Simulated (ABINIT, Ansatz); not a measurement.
# A GW chain in ABINIT: NaAsF6 (R-3), part 3 of 3

Wanted: ground state, empty states, screening and self-energy for NaAsF6 (R-3).

ABINIT 10.8.3; PBEsol and many-body steps on it, plane waves. Known limits of the many-body steps: not at the basis limit; no spin-orbit coupling; coarse k mesh.

So far. Step 4 (Empty states on the mesh, 2×2×2 mesh, 229 bands): On this mesh the gap is 5.618 eV. Step 5 (Screening, 2×2×2 mesh, 209 bands, screening to 176.9 eV): Local fields lower ε∞ by 11 %. On a Γ-centred mesh this coarse the value itself is usually too large, while a short band sum pulls it down.

### Step 6. Self-energy, 2×2×2 mesh, 209 bands, screening to 176.9 eV

The self-energy is evaluated for the states that the input lists, and the levels follow from it, in one-shot runs by the linearised quasiparticle equation.

This step: G0W0 on PBEsol, plane waves, norm-conserving pseudopotentials.

run.abi

```
acell 3*1.0 Angstrom
rprim 
  2.548317025914 1.471271520892 4.707294566700
  -2.548317025914 1.471271520892 4.707294566700
  0.000000000000 -2.942543041784 4.707294566700
ntypat 3
znucl 11 33 9
natom 8
typat 1 2 3 3 3 3 3 3
xred 
  0.500000000000 0.500000000000 0.500000000000
  -0.000000000000 0.000000000000 0.000000000000
  0.348130510000 0.076071740000 0.790012280000
  0.790012280000 0.348130510000 0.076071740000
  0.076071740000 0.790012280000 0.348130510000
  0.651869490000 0.923928260000 0.209987720000
  0.209987720000 0.651869490000 0.923928260000
  0.923928260000 0.209987720000 0.651869490000
pp_dirpath "pseudos"
pseudos "Na.upf, As.upf, F.upf"
ecut 44
ngkpt 2 2 2
nshiftk 1
shiftk 0 0 0
kptopt 1
chksymbreak 0
istwfk *1
occopt 1
irdwfk 1
optdriver 4
nband 209
gwcalctyp 0
ecutsigx 44
symsigma 1
nkptgw 2
kptgw 
  0.5000000000 0.5000000000 0.0000000000
  0.0000000000 0.0000000000 0.0000000000
bdgw 
  36 39
  36 39
ecuteps 6.5
irdscr 1
ppmodel 1
indata_prefix "in"
outdata_prefix "out"
tmpdata_prefix "tmp"
```

Run with:

```
$ OMP_NUM_THREADS=1 mpirun -n 4 abinit run.abi > log
```

Numbers of over 12 decimals in the logs are rounded to 6 here.

The program printed:

```text
.Version 10.8.3 of ABINIT. v10.8.2 released Aug 2026.

 Symmetries : space group R-3 (#148); Bravais hR (rhombohedral)
[... echo of the input left out ...]
== DATASET  1 ==================================================================
-   mpi_nproc: 4, omp_nthreads: 1 (-1 if OMP is not activated)

--- !DatasetInfo
iteration_state: {dtset: 1, }
dimensions: {natom: 8, nkpt: 4, mband: 209, nsppol: 1, nspinor: 1, nspden: 1, mpw: 9990, }
cutoff_energies: {ecut:  44.0, pawecutdg:  -1.0, }
electrons: {nelect:   7.40000000E+01, charge:   0.00000000E+00, occopt:   1.00000000E+00, tsmear:   1.00000000E-02, }

 SIGMA: Calculation of the GW corrections

 Based on a program developped by R.W. Godby, V. Olevano, G. Onida, and L. Reining.
 Incorporated in ABINIT by V. Olevano, G.-M. Rignanese, and M. Torrent.
.Using double precision arithmetic ; gwpc =  8

[... cell and pseudopotentials left out ...]
--------------------------------------------------------------------------------

 ==== K-mesh for the wavefunctions ====
 Number of points in the irreducible wedge :     4
[... list of points left out ...]
 Together with  6 symmetry operations and time-reversal symmetry
 yields     8 points in the full Brillouin Zone.

 ==== Q-mesh for screening function ====
 Number of points in the irreducible wedge :     4
[... list of points left out ...]
 Together with  6 symmetry operations and time-reversal symmetry
 yields     8 points in the full Brillouin Zone.

 vcoul_init : cutoff-mode = AUXILIARY_FUNCTION
 q-points for optical limit:   1
     1)      0.000010    0.000020    0.000030
 setmesh: FFT mesh size selected  =    64x   64x   64
          total number of points  =       262144

 Number of electrons calculated from density =   74.0000; Expected =   74.0000
 average of density, n =  0.103554
 r_s =    1.3210
 omega_plasma =   31.0412 [eV]

 === KS Band Gaps ===
  >>>> For spin  1
   Minimum direct gap =   5.6949 [eV], located at k-point      :   0.0000  0.0000  0.0000
   Fundamental gap    =   5.6173 [eV], Top of valence bands at :   0.5000  0.5000  0.0000
                                       Bottom of conduction at :   0.0000  0.0000  0.0000
 SIGMA fundamental parameters:
 PLASMON POLE MODEL  1
 number of plane-waves for SigmaX                 9975
 number of plane-waves for SigmaC and W            563
 number of plane-waves for wavefunctions          9975
 number of bands                                   209
 number of independent spin polarizations            1
 number of spinorial components                      1
 number of k-points in IBZ                           4
 number of q-points in IBZ                           4
 number of symmetry operations                       6
 number of k-points in BZ                            8
 number of q-points in BZ                            8
 number of frequencies for dSigma/dE                 9
 frequency step for dSigma/dE [eV]                0.25
 number of omega for Sigma on real axis              0
 max omega for Sigma on real axis  [eV]           0.00
 zcut for avoiding poles [eV]                     0.10

 EPSILON^-1 parameters (SCR file):
 dimension of the eps^-1 matrix on file            563
 dimension of the eps^-1 matrix used               563
 number of plane-waves for wavefunctions          9975
 number of bands                                   209
 number of q-points in IBZ                           4
 number of frequencies                               2
 number of real frequencies                          1
 number of imag frequencies                          1

 matrix elements of self-energy operator (all in [eV])

 Perturbative Calculation

--- !SelfEnergy_ee
iteration_state: {dtset: 1, }
kpoint     : [   0.500,    0.500,    0.000, ]
spin       : 1
KS_gap     :    6.517
QP_gap     :   11.943
Delta_QP_KS:    5.426
data: !SigmaeeData |
     Band     E0 <VxcDFT>   SigX SigC(E0)      Z dSigC/dE  Sig(E)    E-E0       E
       36  -2.343 -22.815 -30.381   4.977   0.828  -0.207 -24.960  -2.145  -4.488
       37  -2.248 -22.989 -30.547   4.997   0.828  -0.207 -25.110  -2.121  -4.369
       38   4.269 -22.054 -16.478  -1.741   0.862  -0.161 -18.749   3.305   7.574
       39   8.846 -13.502  -8.308  -2.509   0.889  -0.124 -11.113   2.389  11.234

--- !SelfEnergy_ee
iteration_state: {dtset: 1, }
kpoint     : [   0.000,    0.000,    0.000, ]
spin       : 1
KS_gap     :    5.695
QP_gap     :   10.559
Delta_QP_KS:    4.865
data: !SigmaeeData |
     Band     E0 <VxcDFT>   SigX SigC(E0)      Z dSigC/dE  Sig(E)    E-E0       E
       36  -2.326 -22.885 -30.466   4.998   0.828  -0.208 -25.024  -2.140  -4.466
       37  -2.326 -22.885 -30.466   4.998   0.828  -0.208 -25.024  -2.140  -4.466
       38   3.369 -18.476 -13.487  -1.877   0.876  -0.142 -15.751   2.725   6.094
       39   8.269 -12.569  -7.560  -2.466   0.892  -0.121 -10.300   2.269  10.538

== END DATASET(S) ==============================================================
================================================================================

 -outvars: echo values of variables after computation  --------
           etotal      0.0000000000E+00
            nband         209
             nkpt           4
          spgroup         148
 [... the other variables as echoed above ...]

 Calculation completed.
```

Elapsed: 44 s, on 4 MPI ranks of Arm Neoverse V1, shared host; peak memory 2 GiB; 2.9 min of CPU time.

Numbers from this step:

```
G0W0 gap on the points computed              : 10.46 eV
starting gap on the mesh                     : 5.618 eV
k of the valence top                         : 0.5, 0.5, 0
k of the conduction bottom                   : 0, 0, 0
Z at the valence top                         : 0.828
Z at the conduction bottom                   : 0.876
least direct G0W0 gap on the computed points : 10.56 eV
```

The gap on the mesh goes from 5.62 eV to 10.46 eV, a correction of +4.85 eV.

Limits: finite bands, cutoff and mesh; no spin-orbit coupling; coarse k mesh. v1 is the top filled band, c1 the lowest empty one. The levels before and after the correction (eV, zero at the valence-band top of each column):

```
           conduction bottom  valence top
Kohn-Sham               5.62         0.00
     G0W0              10.46         0.00
```

|  | level | energy (eV) |
| --- | --- | --- |
| Kohn-Sham | (0.5 0.5 0) v2 | -0.094 |
| Kohn-Sham | (0.5 0.5 0) v1 | 0.000 |
| Kohn-Sham | (0.5 0.5 0) c1 | 6.517 |
| Kohn-Sham | (0.5 0.5 0) c2 | 11.094 |
| Kohn-Sham | Γ v2-v1 | -0.078 |
| Kohn-Sham | Γ c1 | 5.618 |
| Kohn-Sham | Γ c2 | 10.518 |
| G0W0 | (0.5 0.5 0) v2 | -0.119 |
| G0W0 | (0.5 0.5 0) v1 | 0.000 |
| G0W0 | (0.5 0.5 0) c1 | 11.943 |
| G0W0 | (0.5 0.5 0) c2 | 15.603 |
| G0W0 | Γ v2-v1 | -0.097 |
| G0W0 | Γ c1 | 10.463 |
| G0W0 | Γ c2 | 14.907 |

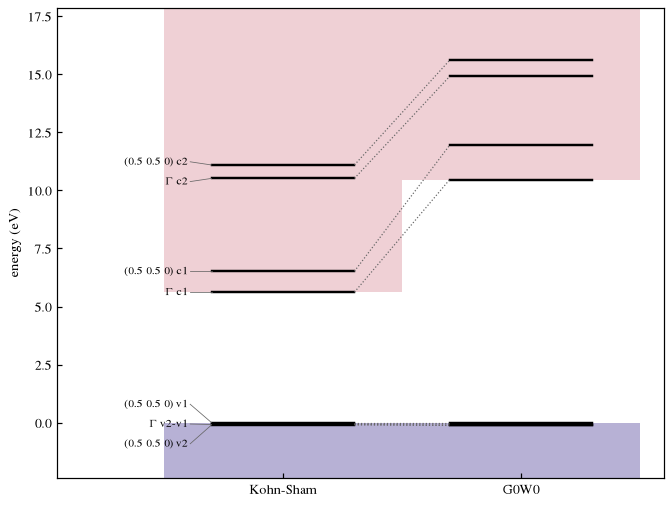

Levels before and after the correction. Shaded: valence and conduction bands.

### Step 7. Where the time went

Times are wall times on 4 MPI ranks of Arm Neoverse V1, shared host, good to a factor of about two.

```
                          step     time  share  memory (GiB)
                  ground state  4.2 min   42 %          0.82
bands along the symmetry lines     79 s   13 %          0.59
      empty states on the mesh     95 s   16 %          0.52
                     screening  2.1 min   21 %           2.7
                   self-energy     44 s    7 %           2.0
```

### Step 8. Results

| Property | Result |
| --- | --- |
| PBEsol gap | 5.62 eV, indirect |
| G0W0 gap on the mesh | 10.46 eV |
| GW settings | 2×2×2 mesh, 209 bands, screening to 176.9 eV, Godby-Needs plasmon pole |
| known limits | not at the basis limit; no spin-orbit coupling; coarse k mesh |

In words: G0W0 moves the gap on the mesh from 5.62 eV to 10.46 eV (+4.85 eV), with Z of 0.83 and 0.88 at the edges. Local fields lower the RPA ε∞ on this mesh from 2.10 to 1.87; a Γ-centred mesh this coarse tends to raise both, most where the direct gap is narrow, while a short band sum lowers them. Only 2 of the mesh's irreducible points were corrected, so a valley elsewhere could overtake. The dearest step here is «ground state». Bands and cutoff are finite, so the gap is not at the basis limit. The miss can reach some tenths of an eV and take either sign; the mesh is an error of its own. In the G0W0 run levels were corrected at 2 k points alone, so a gap called «on the mesh» is the least over those, and an edge elsewhere would be missed. The 2×2×2 mesh is coarse for this cell, which bears on the long-range parts of exchange and screening. The many-body steps are scalar-relativistic: spin-orbit coupling is not in them.

[Paths, hosts, dates, memory and timing lines, banners, echoed tables and standing remarks are left out of the program output.]

[Logs are printed without paths, hosts, clocks, repeated set-up lines and the standing remarks that a program may print on its own settings, such as how far it seeks lower states.]

[Runs of the session that timed out or met a known fault of the program may be left out.]

[Hosts, paths, dates, database ids (printed as entryN), source tags and the programs' standing remarks are cut or masked in the printed files.]

[G0W0 gaps are taken among the corrected bands and points alone; a level outside them can change the order at an edge.]

[Where Ansatz stands beside ABINIT at settings called matched, ABINIT's density can come from a denser mesh and the files from another edition; pairs whose starting gaps differed by over 0.03 eV were left out, so agreement reads better than it is.]
